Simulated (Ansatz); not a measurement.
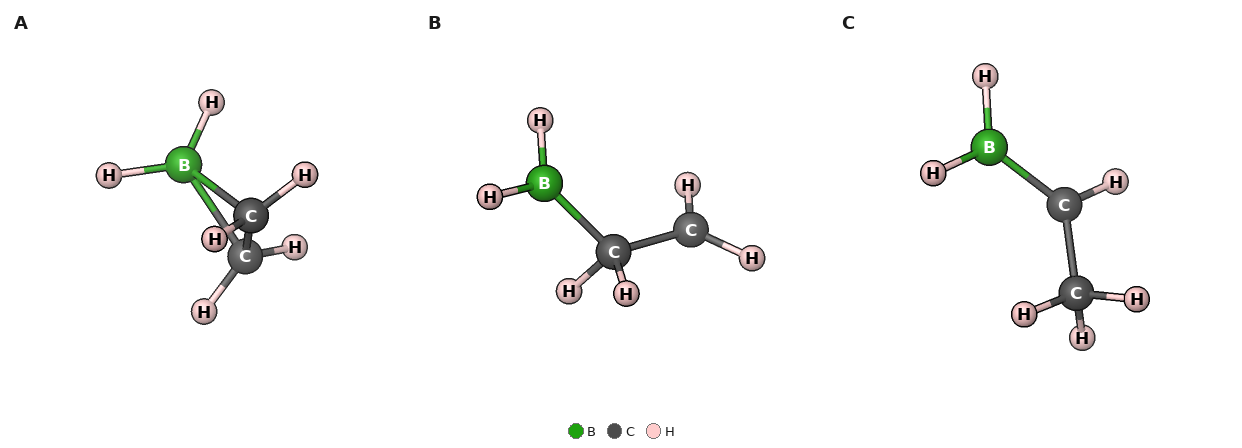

3 stationary structures of one formula. Charge 0, doublet. Geometries: PBE0-D4/def2-TZVP. Electronic energies: B3LYP-D4/def2-TZVPP (Ansatz 0.2.0), without zero-point energy. No frequency run is at hand to confirm each as a minimum. Each is one conformer, not always the lowest.

Rank them by energy, lowest first.

Answer. C is lowest; A lies 0.304 eV above it, B lies 0.635 eV above it.
